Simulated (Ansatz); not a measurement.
The calculation's input:

```
crystal:
  periodic: [false, false, false]
  atoms:
    - {symbol: Pt, position_ang: [0.939314, 0.760119, 0.180628]}
    - {symbol: H, position_ang: [0.995956, 0.834703, -1.457505]}
    - {symbol: H, position_ang: [1.106825, 2.337375, 0.439924]}
    - {symbol: As, position_ang: [-1.449582, 1.168804, 0.069413]}
    - {symbol: H, position_ang: [-2.429919, 0.179475, -0.544917]}
    - {symbol: H, position_ang: [-1.842616, 2.380826, -0.743065]}
    - {symbol: H, position_ang: [-2.268093, 1.489508, 1.309049]}
    - {symbol: As, position_ang: [1.174596, -1.712411, 0.221867]}
    - {symbol: H, position_ang: [1.309307, -2.562151, 1.475162]}
    - {symbol: H, position_ang: [2.355553, -2.307513, -0.514581]}
    - {symbol: H, position_ang: [0.108662, -2.568743, -0.435963]}
basis:
  gaussian: {orbitals: def2-TZVP, initial_orbitals: start.molden}
magnetization: {spin_polarized: true, initial_magnetization: 2}
hamiltonian: {xc: pbe0, dispersion: d4}
scf: {omitted_lower_state_checks: [starts]}
output: {orbitals: {seedname: orbitals}}
```

Launched as:

```sh
ansatz run in.yaml --threads 4 --pin off --events-out ev --progress --plain --max-ram 3916MiB
```

Geometry: PBE0-D4/def2-SVP; core potentials replace the inner electrons of Pt.

Theory: Ansatz 0.2.0, UKS PBE0-D4/def2-TZVP.

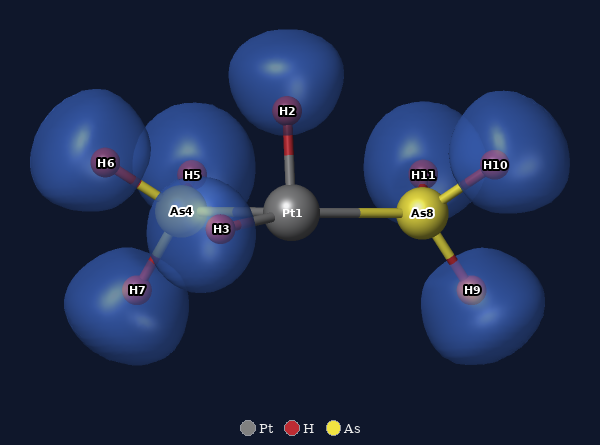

As2H8Pt (cis-PtH2(AsH3)2) (triplet). Isosurface of the electron localisation function at 0.85 (blue), seen from one side. Only the valence region is drawn (cores and ρ < 0.01 e/Å³ removed).

Q: Describe the localisation domains.

A: The ELF exceeds this value in eight regions around hydrogen nuclei.

Values along the shortest contacts:
As–Pt (2.43 Å): the ELF peaks at about 0.65 between the atoms. As–H (1.51 Å): the ELF climbs to about 1 towards the hydrogen, as it does in any bond to H.
